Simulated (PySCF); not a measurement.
**NMR shielding calculation of C₄H₁₀Si**

System: C₄H₁₀Si.
Method: GIAO KT2/pcSseg-1 NMR shielding, non-relativistic, gas phase (PySCF 2.14.0).

The geometry comes from this level: PBE0-D3(BJ)/def2-SVP. Figures and captions count atoms from 1; the log counts them from 0 in places.

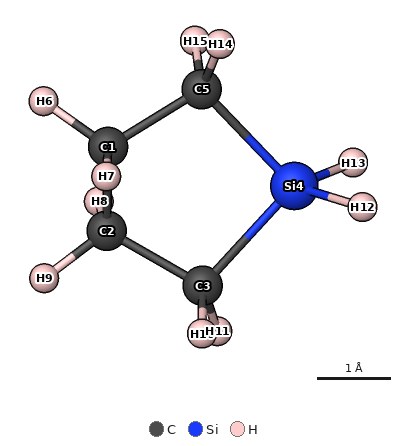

The input geometry (ball-and-stick view, seen at a tilt; atoms are numbered from 1 in the order of the input). Bond lengths as drawn: C–C 1.53 to 1.54 Å, C–H 1.10 Å, C–Si 1.90 Å and H–Si 1.50 Å.

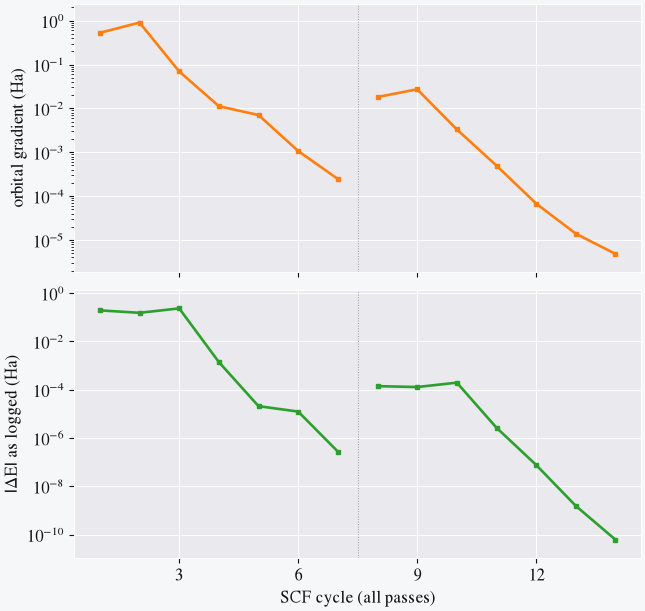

Convergence of the self-consistent field: orbital gradient and size of the energy change against the SCF cycle. The dotted line marks the change from a coarse to the final integration grid. The first 7 cycles use a coarse grid, the final grid takes over at cycle 8, and the field converges after 14 cycles in all.

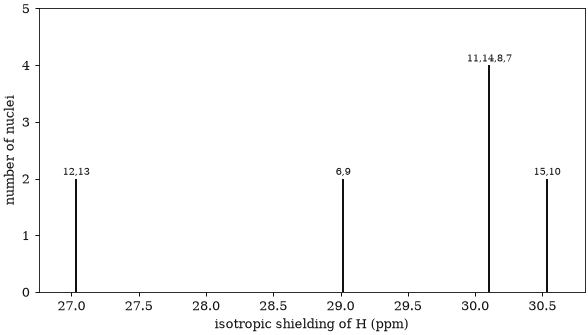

Isotropic shieldings of the hydrogen nuclei in this fixed geometry, labelled by atom number; shielding grows to the right, so chemical shift grows to the left. The least shielded is H12 (27.0 ppm), the most shielded H10 (30.5 ppm).

The input and output of the run follow.

Input file
```
{"job": {"kind": "nmr", "xc": "KT2", "basis": "pcSseg-1", "pop": false}, "charge": 0, "multiplicity": 1}
C     -0.632111    -0.854299    -0.295984
C     -0.777371     0.618082     0.101103
C      0.481270     1.376664    -0.351328
Si     1.879172     0.126650    -0.038426
C      0.729112    -1.369414     0.200329
H     -1.468844    -1.460097     0.089167
H     -0.673903    -0.930664    -1.397416
H     -0.871395     0.683579     1.200025
H     -1.697676     1.058829    -0.316142
H      0.429869     1.592854    -1.431772
H      0.609026     2.340755     0.163181
H      2.817721    -0.008423    -1.196663
H      2.695252     0.431327     1.178850
H      1.055204    -2.283457    -0.317427
H      0.679055    -1.610324     1.275924
```

The first line tells a small driver script what to run in PySCF; the rest is the geometry in Å.

Launched with:
```bash
OMP_NUM_THREADS=1 python <driver script> task.json out
```

Log
```
coarse grid: 12168 points
cycle   1  E = -453.1251263074  dE =  1.927e-01  |g| = 5.292e-01  |ddm| = 3.332e+00
cycle   2  E = -452.9725548905  dE =  1.526e-01  |g| = 9.059e-01  |ddm| = 1.425e+00
cycle   3  E = -453.2054198557  dE = -2.329e-01  |g| = 6.969e-02  |ddm| = 1.002e+00
cycle   4  E = -453.2068103472  dE = -1.390e-03  |g| = 1.123e-02  |ddm| = 1.164e-01
cycle   5  E = -453.2068310707  dE = -2.072e-05  |g| = 7.059e-03  |ddm| = 1.813e-02
cycle   6  E = -453.2068434405  dE = -1.237e-05  |g| = 1.068e-03  |ddm| = 6.771e-03
cycle   7  E = -453.2068437122  dE = -2.717e-07  |g| = 2.461e-04  |ddm| = 1.223e-03
final grid: 110480 points
cycle   8  E = -453.2292138150  dE = -1.401e-04  |g| = 1.818e-02  |ddm| = 3.763e-02
cycle   9  E = -453.2290853905  dE =  1.284e-04  |g| = 2.725e-02  |ddm| = 3.834e-02
cycle  10  E = -453.2292807871  dE = -1.954e-04  |g| = 3.322e-03  |ddm| = 2.811e-02
cycle  11  E = -453.2292834317  dE = -2.645e-06  |g| = 4.958e-04  |ddm| = 3.965e-03
cycle  12  E = -453.2292835077  dE = -7.600e-08  |g| = 6.759e-05  |ddm| = 7.875e-04
cycle  13  E = -453.2292835092  dE = -1.530e-09  |g| = 1.392e-05  |ddm| = 1.217e-04
cycle  14  E = -453.2292835093  dE = -6.082e-11  |g| = 4.816e-06  |ddm| = 2.543e-05
converged SCF energy = -453.2292835093

GIAO shielding tensors (ppm)
atom      isotropic    diamagn.    paramagn.     s11        s22        s33       span
  0 C      150.850     249.136     -98.286    130.487    155.257    166.806     36.319
  1 C      150.857     249.143     -98.287    130.483    155.345    166.741     36.258
  2 C      173.052     251.659     -78.607    157.920    166.056    195.181     37.260
  3 Si     392.163     882.395    -490.232    338.478    391.538    446.474    107.996
  4 C      173.327     251.804     -78.477    158.175    166.324    195.482     37.307
  5 H       29.017      30.344      -1.326     23.746     27.121     36.184     12.439
  6 H       30.133      31.407      -1.273     25.404     28.141     36.854     11.450
  7 H       30.133      31.612      -1.479     25.441     28.114     36.844     11.403
  8 H       29.022      30.398      -1.377     23.751     27.108     36.207     12.456
  9 H       30.547      30.330       0.217     25.753     27.748     38.141     12.388
 10 H       30.072      29.494       0.578     25.459     27.206     37.550     12.092
 11 H       27.026      28.224      -1.198     23.739     24.551     32.789      9.051
 12 H       27.044      28.260      -1.216     23.740     24.573     32.819      9.079
 13 H       30.087      29.311       0.776     25.447     27.236     37.579     12.131
 14 H       30.523      30.417       0.106     25.700     27.742     38.128     12.428
```

Results in brief

```json
{"quantity": "outcome", "value": "converged"}
{"quantity": "total energy", "value": "−453.229284 hartree"}
{"quantity": "HOMO", "value": "−6.96 eV"}
{"quantity": "LUMO", "value": "0.11 eV"}
{"quantity": "dipole moment", "value": "0.66 D"}
{"quantity": "isotropic shielding, C", "value": "150.9 to 173.3 ppm"}
{"quantity": "isotropic shielding, Si", "value": "392.2 ppm"}
{"quantity": "isotropic shielding, H", "value": "27.0 to 30.5 ppm"}
{"quantity": "hardware", "value": "1 CPU thread, shared host"}
{"quantity": "wall time", "value": "23 s"}
{"quantity": "peak memory", "value": "0.73 GiB"}
```
